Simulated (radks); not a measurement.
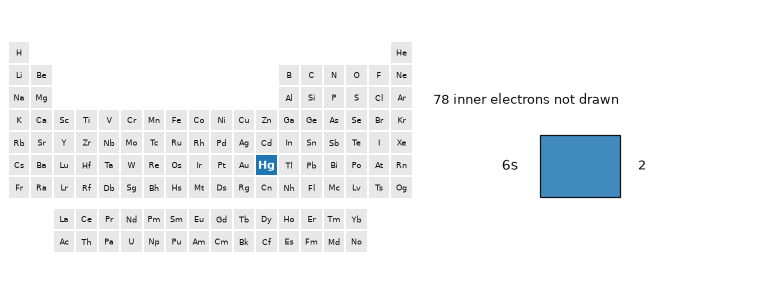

*Left, the place of mercury in the periodic table; right, the outer shells as the input fills them: a box for each of the 2l + 1 orbitals, shaded by the share of the shell that is filled, with the electron count at the right.*

# Atomic calculation for Hg

- system: a free Hg atom in the configuration [Xe] 4f14 5d10 6s2.
- method: scalar-relativistic Kohn-Sham, PBE, spin-polarised, spherical densities, finite nucleus (the in-house radial solver radks)

The input:
```
Z 80
configuration [Hg]
relativity scalar-relativistic
functional pbe,pbe
spin polarised
nucleus finite rms 5.4648 fm
c 137.035999084
mesh_step 0.003
max_iterations 67
```

Energies in input and log are in hartree, lengths in bohr (the nuclear radius in fm).

The run was one of a batch that the task file lists, launched with:
```bash
python <driver script> task.json out
```

Output:
```
1s      1   1.0000       -3055.18146068
2s      1   1.0000        -541.51928558
2p      1   3.0000        -467.13221920
3s      1   1.0000        -128.50673779
3p      1   3.0000        -107.00210324
3d      1   5.0000         -84.33190457
4s      1   1.0000         -28.25305790
4p      1   3.0000         -21.19947108
4d      1   5.0000         -12.81686922
4f      1   7.0000          -3.52433055
5s      1   1.0000          -4.33988350
5p      1   3.0000          -2.44471544
5d      1   5.0000          -0.36256314
6s      1   1.0000          -0.25030412
1s      2   1.0000       -3055.18146068
2s      2   1.0000        -541.51928558
2p      2   3.0000        -467.13221920
3s      2   1.0000        -128.50673779
3p      2   3.0000        -107.00210324
3d      2   5.0000         -84.33190457
4s      2   1.0000         -28.25305790
4p      2   3.0000         -21.19947108
4d      2   5.0000         -12.81686922
4f      2   7.0000          -3.52433055
5s      2   1.0000          -4.33988350
5p      2   3.0000          -2.44471544
5d      2   5.0000          -0.36256314
6s      2   1.0000          -0.25030412
Etot -19617.97446568834
Ekin 22008.724576448432
Encl -48861.56018626816
Eh 7605.112292358035
Exc -370.25114822665034
err 1.6513457710442494e-09
it 18
```

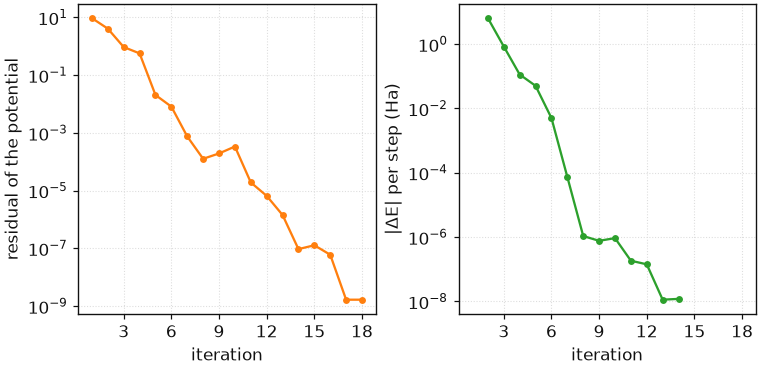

*Convergence: residual of the potential and change of the energy from step to step (the smallest changes aren't drawn) against the iteration.*

The residual comes down with one gentle hump, around step 10. It goes from 9.4 to 1.6×10⁻⁹ in 18 steps.

Outcome:

| quantity | value |
| --- | --- |
| outcome | converged |
| total energy | −19617.9745 hartree |
| kinetic energy | 22008.7246 hartree |
| electron–nucleus energy | −48861.5602 hartree |
| Hartree energy | 7605.1123 hartree |
| exchange–correlation energy | −370.251148 hartree |
| radius at density 0.001 e/bohr³ | 4.31 bohr |
| SCF iterations | 18 |
| hardware | 1 thread of Arm Neoverse N1, 77 GiB of memory available, shared host |
| wall time | 1.1 s |

What is odd here:

A numerical setting was moved from its usual value: mesh step h = 0.003. The program ran to the end, and its total energy equals that of the same run with the usual input (−19617.97447 hartree) within 10⁻⁵ hartree, so the oddity leaves no trace in it.
